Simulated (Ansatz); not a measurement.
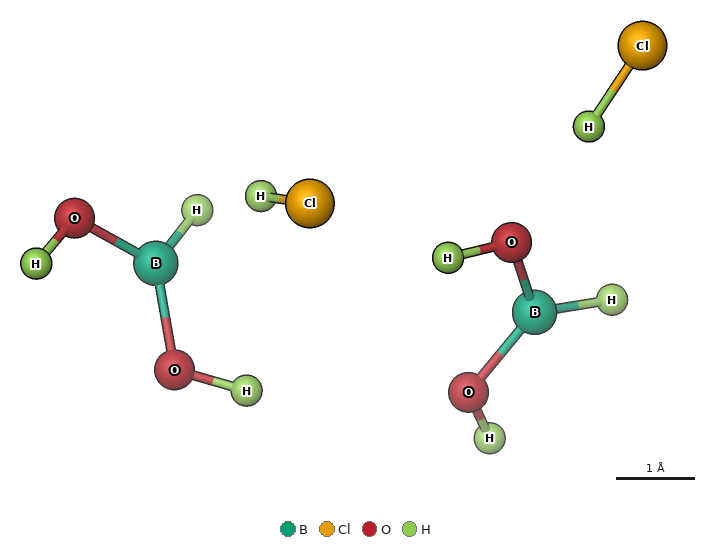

Two geometries of BH4O2Cl (started from a transition state, displaced along its imaginary mode), drawn at one scale. One is the start of a relaxation, the other its converged end. The picture is a ball-and-stick view, seen at a tilt.

Computed with RKS PBE0-D4/def2-TZVP (Ansatz 0.2.0). Settings: force threshold 0.005 eV/Å; at most 200 steps.

Q: Which of the two is the end point?

A: The right one is the relaxed one. The energy falls by 22.7 kcal/mol in 37 accepted moves (43 points after the start). Largest force component: 2.6 eV/Å at the start, 0.0024 eV/Å at the end. The line search rejected the trial steps at points 6, 7, 10, 21, 27, 29 of the run. The Cl atom moves most after the best rigid fit: 2.08 Å. Largest moves by element: Cl 2.08 Å, H 1.89 Å, O 1.12 Å, B 0.72 Å. Some distances before and after: B–Cl 2.514 → 4.123 Å, B–H 1.624 → 2.891 Å, B–O 1.400 → 1.356 Å, B–H 1.167 → 1.195 Å. Among the angles between lasting bonds that change: O–B–H 114.6° → 118.1°, O–B–O 121.9° → 118.4°. Groups turn about B–O by about 35°.
